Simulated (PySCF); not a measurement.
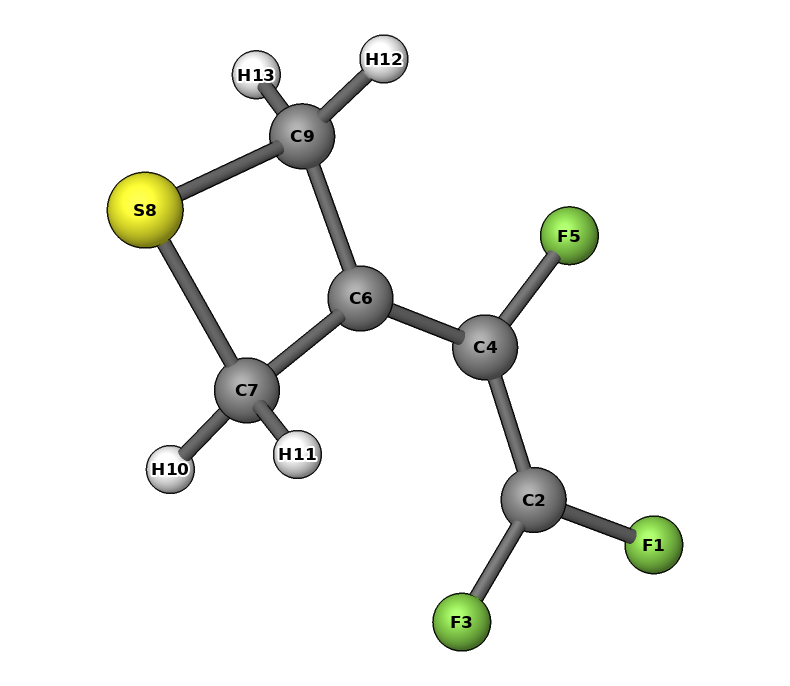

The questions are on Mulliken spin populations. Charge 0, doublet. The geometry was computed by an optimisation with GFN2-xTB. No frequency run is at hand to confirm it as a minimum. Level of theory: UKS B3LYP, pcH-1 on C F H S, non-relativistic (PySCF 2.14.0).

### Which atom carries the largest spin population?

C6 (0.63 e).

### Which atom has the lowest spin population?

C4 (−0.21 e); a negative value comes from spin polarisation.

List the Mulliken spin populations.

| atom | value (e) |
| --- | --- |
| F1 | 0.04 |
| C2 | 0.51 |
| F3 | 0.03 |
| C4 | −0.21 |
| F5 | −0.01 |
| C6 | 0.63 |
| C7 | −0.05 |
| S8 | 0.00 |
| C9 | −0.06 |
| H10 | 0.03 |
| H11 | 0.03 |
| H12 | 0.03 |
| H13 | 0.03 |

Mulliken values depend strongly on the basis set.
